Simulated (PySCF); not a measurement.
# C2H4OSSi: NMR shifts at several levels of theory, part 2 of 2

PySCF 2.14.0. Atoms count from 0. The steps go on from the part before.

**9. NMR shieldings: KT3/pcSseg-2**

What the job is given:

```
{"job": {"kind": "nmr", "xc": "KT3", "basis": "pcSseg-2", "pop": false}, "charge": 0, "multiplicity": 1}
C      2.212716    -0.210566    -0.406165
C      1.061999    -0.276257    -0.014670
Si    -0.678839    -0.360650     0.555396
O     -1.633210    -1.026941    -0.623061
S     -1.229700     1.626125     1.142540
H      3.230512    -0.152968    -0.751150
H     -0.846398    -1.235264     1.735446
H     -1.645752    -0.594583    -1.482074
H     -0.415654     2.220034     0.242440
```

Method: GIAO KT3/pcSseg-2 NMR shielding, non-relativistic, gas phase.

The program printed:

```text
coarse grid: 8992 points
cycle   1  E = -848.8243278299  dE =  5.201e-01  |g| = 9.541e-01  |ddm| = 2.882e+00
cycle   2  E = -848.1179529791  dE =  7.064e-01  |g| = 2.009e+00  |ddm| = 2.477e+00
cycle   3  E = -848.9755781404  dE = -8.576e-01  |g| = 3.286e-01  |ddm| = 2.066e+00
cycle   4  E = -848.9988355496  dE = -2.326e-02  |g| = 1.631e-01  |ddm| = 4.886e-01
cycle   5  E = -849.0000419152  dE = -1.206e-03  |g| = 1.494e-01  |ddm| = 1.929e-01
cycle   6  E = -849.0058643597  dE = -5.822e-03  |g| = 1.860e-02  |ddm| = 1.099e-01
cycle   7  E = -849.0059468860  dE = -8.253e-05  |g| = 5.703e-03  |ddm| = 2.591e-02
cycle   8  E = -849.0059555976  dE = -8.712e-06  |g| = 1.513e-03  |ddm| = 1.032e-02
final grid: 78784 points
cycle   9  E = -849.0441641149  dE = -2.753e-04  |g| = 1.614e-02  |ddm| = 2.818e-01
cycle  10  E = -849.0441034440  dE =  6.067e-05  |g| = 2.209e-02  |ddm| = 2.286e-02
cycle  11  E = -849.0441834027  dE = -7.996e-05  |g| = 6.880e-03  |ddm| = 1.811e-02
cycle  12  E = -849.0441897392  dE = -6.337e-06  |g| = 3.364e-03  |ddm| = 5.759e-03
cycle  13  E = -849.0441925793  dE = -2.840e-06  |g| = 8.502e-04  |ddm| = 2.512e-03
cycle  14  E = -849.0441927623  dE = -1.829e-07  |g| = 1.661e-04  |ddm| = 8.636e-04
cycle  15  E = -849.0441927698  dE = -7.501e-09  |g| = 3.993e-05  |ddm| = 2.752e-04
cycle  16  E = -849.0441927702  dE = -4.482e-10  |g| = 1.240e-05  |ddm| = 7.257e-05
converged SCF energy = -849.0441927702

GIAO shielding tensors (ppm)
atom      isotropic    diamagn.    paramagn.     s11        s22        s33       span
  0 C       90.245     268.315    -178.070     13.280     24.662    232.793    219.513
  1 C       99.625     265.497    -165.871     -0.006     10.187    288.694    288.700
  2 Si     393.350     877.354    -484.003    323.157    404.193    452.701    129.544
  3 O      246.901     384.410    -137.510    216.304    250.327    274.070     57.766
  4 S      625.501    1059.061    -433.560    505.874    611.263    759.366    253.492
  5 H       28.791      31.341      -2.551     24.175     24.370     37.827     13.652
  6 H       26.256      28.259      -2.003     23.066     24.275     31.427      8.360
  7 H       29.998      32.288      -2.290     23.855     25.963     40.176     16.321
  8 H       30.116      32.026      -1.910     23.761     28.218     38.368     14.607
```

Wall time 27 s (1 thread of Arm Neoverse V2, shared host); peak memory 0.77 GiB.

In short: δ C0 91.1, C1 81.7, Si2 -35.1, O3 76.9, H6 5.10, H5 2.56 ppm.

**10. NMR shieldings: B97-D/pcSseg-2**

Settings changed since step 9:

```diff
@@ -1,2 +1,2 @@
-{"job": {"kind": "nmr", "xc": "KT3", "basis": "pcSseg-2", "pop": false}, "charge": 0, "multiplicity": 1}
+{"job": {"kind": "nmr", "xc": "B97-D", "basis": "pcSseg-2", "pop": false}, "charge": 0, "multiplicity": 1}
 C      2.212716    -0.210566    -0.406165
```

Method: GIAO B97-D/pcSseg-2 NMR shielding, non-relativistic, gas phase.

The program printed:

```text
coarse grid: 8992 points
cycle   1  E = -841.3581339424  dE =  5.036e-01  |g| = 9.608e-01  |ddm| = 2.583e+00
cycle   2  E = -840.6781998377  dE =  6.799e-01  |g| = 2.014e+00  |ddm| = 2.481e+00
cycle   3  E = -841.5091803539  dE = -8.310e-01  |g| = 3.298e-01  |ddm| = 2.010e+00
cycle   4  E = -841.5329241143  dE = -2.374e-02  |g| = 1.506e-01  |ddm| = 4.821e-01
cycle   5  E = -841.5330044376  dE = -8.032e-05  |g| = 1.492e-01  |ddm| = 1.870e-01
cycle   6  E = -841.5387240007  dE = -5.720e-03  |g| = 1.800e-02  |ddm| = 1.047e-01
cycle   7  E = -841.5388002056  dE = -7.620e-05  |g| = 6.025e-03  |ddm| = 2.574e-02
cycle   8  E = -841.5388097459  dE = -9.540e-06  |g| = 1.453e-03  |ddm| = 1.048e-02
final grid: 78784 points
cycle   9  E = -841.5469476698  dE = -9.925e-05  |g| = 8.918e-03  |ddm| = 1.481e-01
cycle  10  E = -841.5469423198  dE =  5.350e-06  |g| = 7.655e-03  |ddm| = 1.101e-02
cycle  11  E = -841.5469503410  dE = -8.021e-06  |g| = 3.863e-03  |ddm| = 9.864e-03
cycle  12  E = -841.5469533540  dE = -3.013e-06  |g| = 8.061e-04  |ddm| = 3.094e-03
cycle  13  E = -841.5469534967  dE = -1.427e-07  |g| = 3.061e-04  |ddm| = 8.583e-04
cycle  14  E = -841.5469535159  dE = -1.926e-08  |g| = 1.486e-04  |ddm| = 2.606e-04
cycle  15  E = -841.5469535213  dE = -5.354e-09  |g| = 2.226e-05  |ddm| = 1.248e-04
cycle  16  E = -841.5469535214  dE = -1.180e-10  |g| = 6.474e-06  |ddm| = 4.822e-05
converged SCF energy = -841.5469535214

GIAO shielding tensors (ppm)
atom      isotropic    diamagn.    paramagn.     s11        s22        s33       span
  0 C       83.582     263.945    -180.363      3.437     15.129    232.180    228.742
  1 C       92.500     259.432    -166.931    -10.546     -0.049    288.097    298.643
  2 Si     374.222     876.860    -502.638    303.106    385.551    434.009    130.902
  3 O      249.032     384.880    -135.849    218.658    252.628    275.809     57.151
  4 S      604.236    1058.213    -453.977    482.420    587.516    742.773    260.353
  5 H       28.988      32.032      -3.044     24.481     24.662     37.820     13.339
  6 H       26.267      28.615      -2.347     23.082     24.340     31.380      8.298
  7 H       29.999      32.256      -2.257     23.816     25.959     40.221     16.404
  8 H       30.197      31.800      -1.603     23.903     28.369     38.318     14.414
```

Wall time 27 s (1 thread of Arm Neoverse V2, shared host); peak memory 0.77 GiB.

This run: δ C0 95.4, C1 86.5, Si2 -37.7, O3 76.2, H6 5.13, H5 2.41 ppm.

**11. NMR shieldings: B3LYP/pcSseg-2**

Settings changed since step 10:

```diff
@@ -1,2 +1,2 @@
-{"job": {"kind": "nmr", "xc": "B97-D", "basis": "pcSseg-2", "pop": false}, "charge": 0, "multiplicity": 1}
+{"job": {"kind": "nmr", "xc": "B3LYP", "basis": "pcSseg-2", "pop": false}, "charge": 0, "multiplicity": 1}
 C      2.212716    -0.210566    -0.406165
```

With the program's defaults for keys left out, this is: GIAO B3LYP/pcSseg-2 NMR shielding, non-relativistic, gas phase.

The program printed:

```text
coarse grid: 8992 points
cycle   1  E = -841.5464118270  dE =  4.928e-01  |g| = 8.645e-01  |ddm| = 2.495e+00
cycle   2  E = -841.2859357369  dE =  2.605e-01  |g| = 1.445e+00  |ddm| = 1.751e+00
cycle   3  E = -841.6789925590  dE = -3.931e-01  |g| = 1.860e-01  |ddm| = 1.174e+00
cycle   4  E = -841.6864209620  dE = -7.428e-03  |g| = 5.925e-02  |ddm| = 2.398e-01
cycle   5  E = -841.6868355278  dE = -4.146e-04  |g| = 4.105e-02  |ddm| = 7.607e-02
cycle   6  E = -841.6872495807  dE = -4.141e-04  |g| = 8.466e-03  |ddm| = 3.368e-02
cycle   7  E = -841.6872658741  dE = -1.629e-05  |g| = 1.696e-03  |ddm| = 7.256e-03
cycle   8  E = -841.6872665958  dE = -7.217e-07  |g| = 3.319e-04  |ddm| = 2.634e-03
final grid: 78784 points
cycle   9  E = -841.6939976447  dE = -3.404e-05  |g| = 2.826e-03  |ddm| = 2.560e-02
cycle  10  E = -841.6939973926  dE =  2.521e-07  |g| = 2.771e-03  |ddm| = 8.409e-03
cycle  11  E = -841.6939994084  dE = -2.016e-06  |g| = 4.580e-04  |ddm| = 4.208e-03
cycle  12  E = -841.6939994419  dE = -3.356e-08  |g| = 2.608e-04  |ddm| = 5.448e-04
cycle  13  E = -841.6939994540  dE = -1.206e-08  |g| = 8.953e-05  |ddm| = 2.225e-04
cycle  14  E = -841.6939994555  dE = -1.489e-09  |g| = 4.076e-05  |ddm| = 9.169e-05
cycle  15  E = -841.6939994559  dE = -3.922e-10  |g| = 9.973e-06  |ddm| = 2.989e-05
converged SCF energy = -841.6939994559

GIAO shielding tensors (ppm)
atom      isotropic    diamagn.    paramagn.     s11        s22        s33       span
  0 C       77.746     262.285    -184.539     -5.583      5.892    232.930    238.513
  1 C       88.297     259.126    -170.829    -19.196     -8.372    292.459    311.655
  2 Si     360.968     875.672    -514.704    289.075    373.257    420.572    131.497
  3 O      250.397     384.714    -134.316    220.857    253.173    277.162     56.305
  4 S      603.177    1057.300    -454.123    475.252    586.717    747.564    272.312
  5 H       28.979      32.059      -3.080     24.441     24.615     37.881     13.440
  6 H       26.313      28.507      -2.194     23.085     24.339     31.517      8.432
  7 H       29.949      32.179      -2.230     23.584     25.791     40.472     16.888
  8 H       30.223      31.740      -1.517     23.831     28.279     38.559     14.728
```

Wall time 21 s (1 thread of Arm Neoverse V2, shared host); peak memory 1.1 GiB.

In short: δ C0 101.4, C1 90.9, Si2 -36.4, O3 75.5, H6 5.08, H5 2.41 ppm.

**12. Side by side: NMR shifts**

Shifts (ppm) of some atoms, chosen among heavy atoms and hydrogens apart, with basis size and wall time:

| run | C0 | C1 | H6 | H8 | Si2 | O3 | S4 | functions | time |
| --- | --- | --- | --- | --- | --- | --- | --- | --- | --- |
| HF/pcSseg-2 | 108.9 | 87.1 | 4.64 | 1.21 | -35.5 | 48.8 | -153 | 250 | 13 s |
| LDA/pcSseg-2 | 107.3 | 98.3 | 5.62 | 1.67 | -31.4 | 93.5 | -101 | 250 | 23 s |
| PBE/pcSseg-2 | 100.8 | 91.6 | 5.34 | 1.35 | -34.5 | 84.7 | -104 | 250 | 28 s |
| BLYP/pcSseg-2 | 97.6 | 90.3 | 5.22 | 1.15 | -39.0 | 85.0 | -90 | 250 | 27 s |
| BP86/pcSseg-2 | 100.5 | 90.8 | 5.34 | 1.31 | -35.1 | 82.3 | -103 | 250 | 28 s |
| OPBE/pcSseg-2 | 98.3 | 87.7 | 5.25 | 1.42 | -31.5 | 75.3 | -123 | 250 | 26 s |
| KT2/pcSseg-2 | 94.0 | 83.9 | 5.34 | 1.40 | -33.2 | 83.3 | -91 | 250 | 28 s |
| KT3/pcSseg-2 | 91.1 | 81.7 | 5.10 | 1.24 | -35.1 | 76.9 | -100 | 250 | 27 s |
| B97-D/pcSseg-2 | 95.4 | 86.5 | 5.13 | 1.20 | -37.7 | 76.2 | -101 | 250 | 27 s |
| B3LYP/pcSseg-2 | 101.4 | 90.9 | 5.08 | 1.17 | -36.4 | 75.5 | -111 | 250 | 21 s |

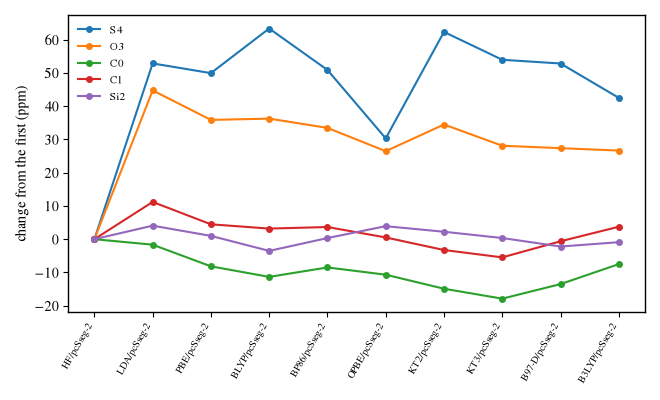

How five of the tabulated atoms move from run to run.

**13. What came out**

The summary covers parts 1 to 2.

| quantity | value |
| --- | --- |
| ¹³C shifts against TMS (HF/pcSseg-2) | 108.9, 87.1 ppm |
| ¹H shifts against TMS (HF/pcSseg-2) | 4.64, 2.84, 1.85, 1.21 ppm |
| ²⁹Si shifts against TMS (HF/pcSseg-2) | -35.5 ppm |
| ¹⁷O shifts against H2O (HF/pcSseg-2) | 48.8 ppm |
| ³³S shifts against CS2 (HF/pcSseg-2) | -153 ppm |
| range of the shift of S4 | -153 to -90 ppm |

What this shows: Single values in the summary come from the first run of each kind that ended normally (HF/pcSseg-2), which need not be the best level. At HF/pcSseg-2: Shielding is most anisotropic at C1 (span 305 ppm, paramagnetic term -149 ppm). Across the 10 runs the shift of S4 moves most, between -153 (HF/pcSseg-2) and -90 ppm (BLYP/pcSseg-2).
